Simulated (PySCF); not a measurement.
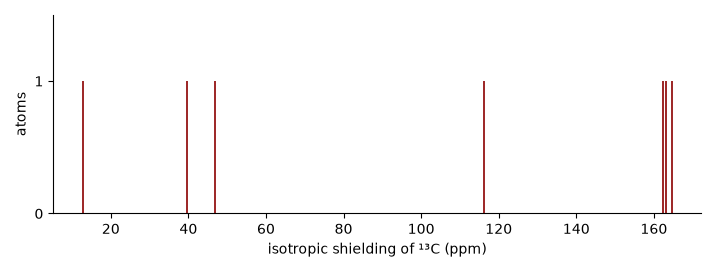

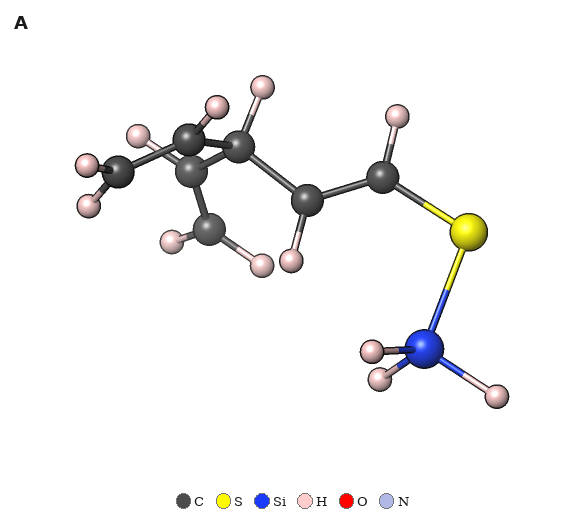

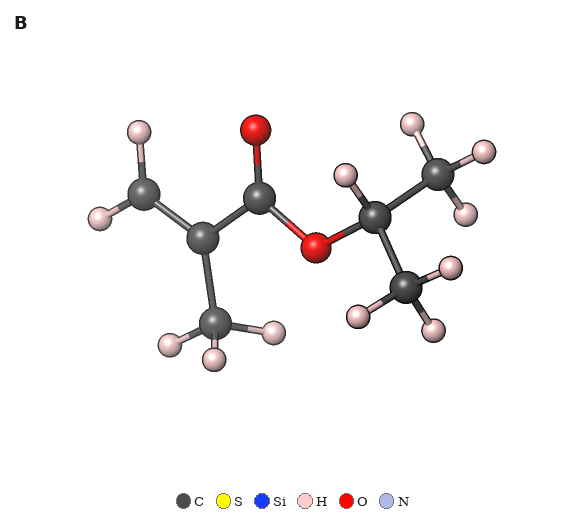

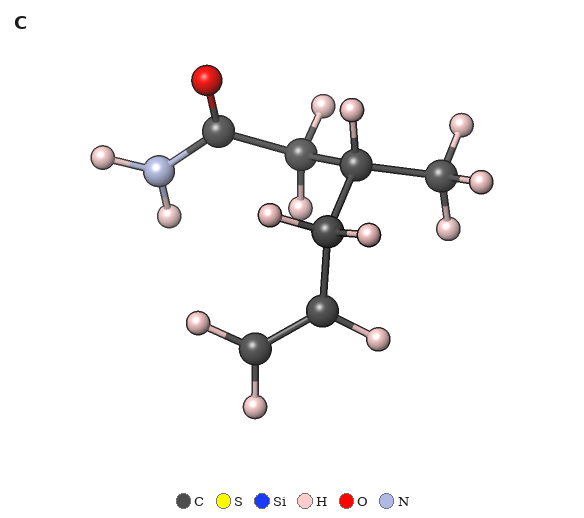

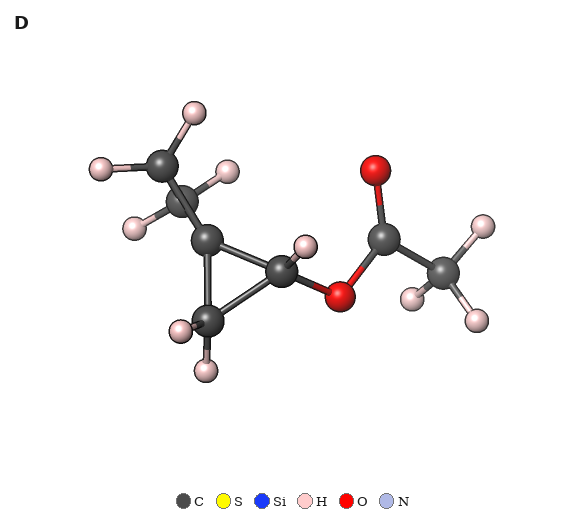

The sticks are computed shieldings of one of the molecules, for one fixed geometry (PBE0-D3(BJ)/def2-SVP) without averaging over rotations. Low shielding means a high chemical shift. Method: GIAO PBE0/pcSseg-1 NMR shielding, non-relativistic, IEF-PCM water (PySCF 2.14.0).

Match the spectrum to a structure.

Answer. B, `C=C(C)C(=O)OC(C)C`. Its 7 C atoms give lines at 12.7, 39.5, 46.8, 116.2, 162.4, 163.1, 164.6 ppm.
